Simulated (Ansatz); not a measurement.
# C2H5F2NO: the cost of one run

All numbers below are computed with Ansatz 0.2.0 (RKS PBE0/def2-SVP).

**1. The starting structure**

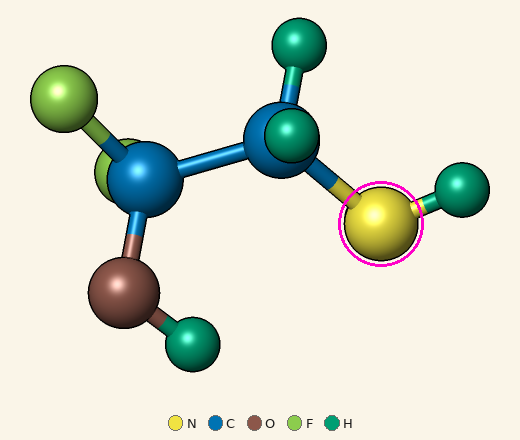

Start, viewed from a chosen angle; nitrogen yellow, carbon blue, oxygen brown, fluorine green, hydrogen teal. Ringed: N1.

Structure file:

```xyz
11

N     0.4884   -1.3478   -0.4583
C     0.5440   -0.1166    0.4104
C    -0.5542    0.9641    0.1185
O    -1.7503    0.4385    0.2072
F    -0.3625    1.4581   -1.1315
F    -0.4255    1.9995    1.0071
H     0.6484   -1.0075   -1.4299
H     1.2313   -1.9347   -0.2414
H     0.4527   -0.4364    1.4899
H     1.5464    0.3270    0.3207
H    -1.7531   -0.4012   -0.2722
```

**2. Relaxing end A**

input.yaml

```yaml
crystal:
  periodic: [false, false, false]
  atoms:
    - { symbol: "N", position_ang: [0.4884, -1.3478, -0.4583] }
    - { symbol: C, position_ang: [0.544, -0.1166, 0.4104] }
    - { symbol: C, position_ang: [-0.5542, 0.9641, 0.1185] }
    - { symbol: O, position_ang: [-1.7503, 0.4385, 0.2072] }
    - { symbol: F, position_ang: [-0.3625, 1.4581, -1.1315] }
    - { symbol: F, position_ang: [-0.4255, 1.9995, 1.0071] }
    - { symbol: H, position_ang: [0.6484, -1.0075, -1.4299] }
    - { symbol: H, position_ang: [1.2313, -1.9347, -0.2414] }
    - { symbol: H, position_ang: [0.4527, -0.4364, 1.4899] }
    - { symbol: H, position_ang: [1.5464, 0.327, 0.3207] }
    - { symbol: H, position_ang: [-1.7531, -0.4012, -0.2722] }
basis:
  gaussian: { orbitals: def2-SVP }
hamiltonian:
  xc: pbe0
relax:
  f_tol: 0.015
  max_steps: 40
output:
  orbitals: {}
```

Run with:

```sh
> ansatz run input.yaml --threads 2 --pin off --max-ram 3072MiB --backend cpu --events-out ev --progress --plain --runs-dir out
```

What time and memory should one allow on 2 threads of Arm Neoverse V1, shared host?

About 34 s, with a peak of 0.24 GiB.
